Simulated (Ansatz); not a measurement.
**C$_{2}$H$_{6}$F$_{2}$Ge (SMILES C[CH2][GeH]([F])[F]): density, localisation and related maps**

Input file:

```
crystal:
  periodic: [false, false, false]
  atoms:
    - {symbol: C, position_ang: [-2.270995, -0.376626, 1.590376]}
    - {symbol: C, position_ang: [-1.068460, -1.323702, 1.514826]}
    - {symbol: F, position_ang: [0.695076, 0.978505, 0.786788]}
    - {symbol: F, position_ang: [1.804555, -1.564109, 0.600731]}
    - {symbol: Ge, position_ang: [0.321929, -0.671412, 0.311805]}
    - {symbol: H, position_ang: [-3.029490, -0.750468, 2.307691]}
    - {symbol: H, position_ang: [-2.774551, -0.267656, 0.607666]}
    - {symbol: H, position_ang: [-1.963052, 0.635641, 1.919626]}
    - {symbol: H, position_ang: [-0.577935, -1.448536, 2.502571]}
    - {symbol: H, position_ang: [-1.357575, -2.338858, 1.170201]}
    - {symbol: H, position_ang: [0.087937, -0.653805, -1.219346]}
basis:
  gaussian: {orbitals: def2-SVPD}
hamiltonian: {xc: {name: PBE0}}
output: {forces: true, orbitals: {seedname: orbitals}}
```

Command:

```sh
ansatz run input.yaml --threads 2 --pin off --max-ram 4350MiB --events-out events.jsonl --progress --plain --runs-dir runs
```

Geometry: PBE-D3(BJ)/def2-SVP.

These are results of isolated molecule in a Gaussian basis; Kohn-Sham density functional theory, functional PBE0 in Ansatz, not measurements.

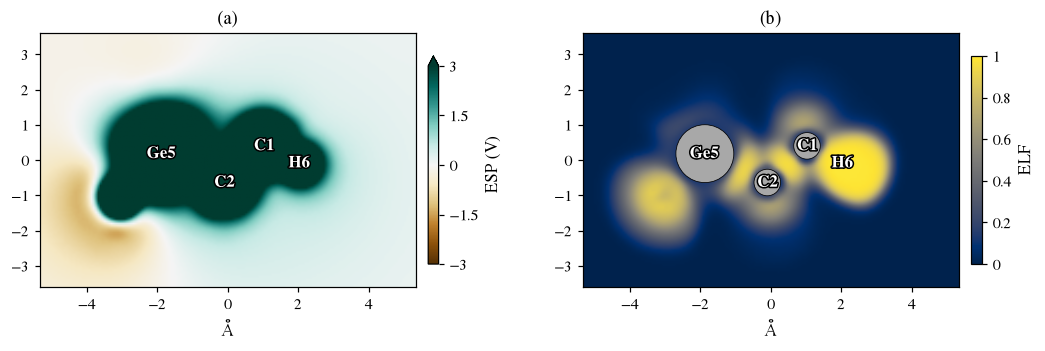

Figure 1. (a) molecular electrostatic potential; (b) electron localisation function on the plane of atoms C1, C2 and Ge5. Grey discs cover the atomic cores in the ELF map.

Q: What do the fields say about this system?

A: The section cuts through C, Ge and H sites. C–C (1.53 Å): the ELF peaks at about 0.95 between the atoms: a shared electron pair. C–Ge (1.95 Å): the ELF peaks at about 0.90 between the atoms (a shared electron pair). C–H (1.11 Å): the ELF climbs to about 1 towards the hydrogen, as it does in any bond to H (an ordinary covalent bond to hydrogen). The ELF also peaks beside F4, away from the bonds: lone-pair regions. Outside the dense part of the molecule the potential is most negative (−1.5 V) near F4, which lies off the plane.

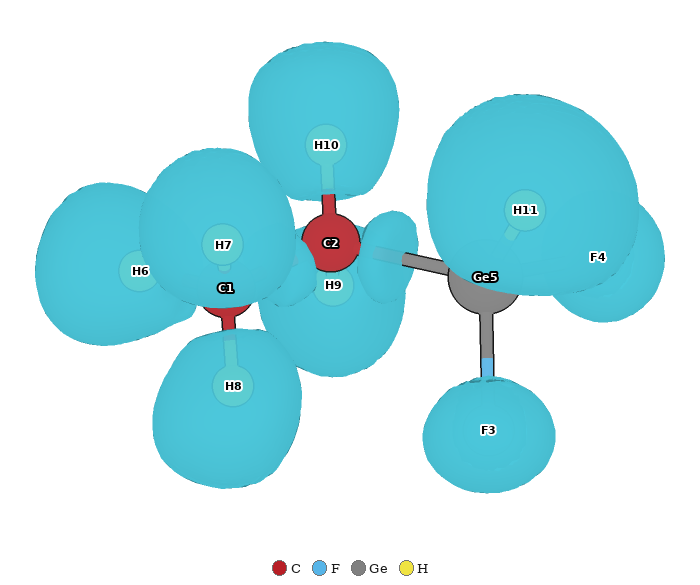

Figure 2. Isosurface of the electron localisation function at 0.8 (cyan), seen at an oblique angle. Only the valence region is drawn (cores and ρ < 0.01 e/Å³ removed).

Q: Where are the electrons localised?

A: At this value the surface marks out one region between bonded C–C atoms (shared pairs), one region between bonded C–Ge atoms (shared pairs), six regions around hydrogen nuclei and two regions wrapped around F (the valence shell of each).


 Ge–F (1.75 Å): the ELF peaks at about 0.80 in the valence shell of F, 0.5 Å from its nucleus, and is about 0.25 at the midpoint.

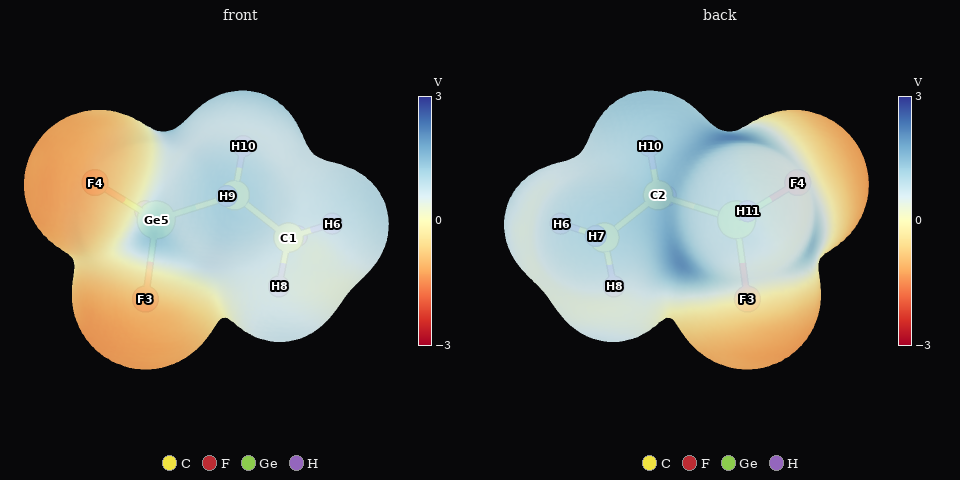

Figure 3. The electrostatic potential painted on the density surface at 0.002 e/bohr³, seen from the front and from behind; the colour scale runs from red (negative) to blue (positive).

Q: Where is the surface potential most negative and most positive?

A: The most negative region (about −1.3 V) lies over F3 and F4, the most positive (about +2.1 V) over Ge5.
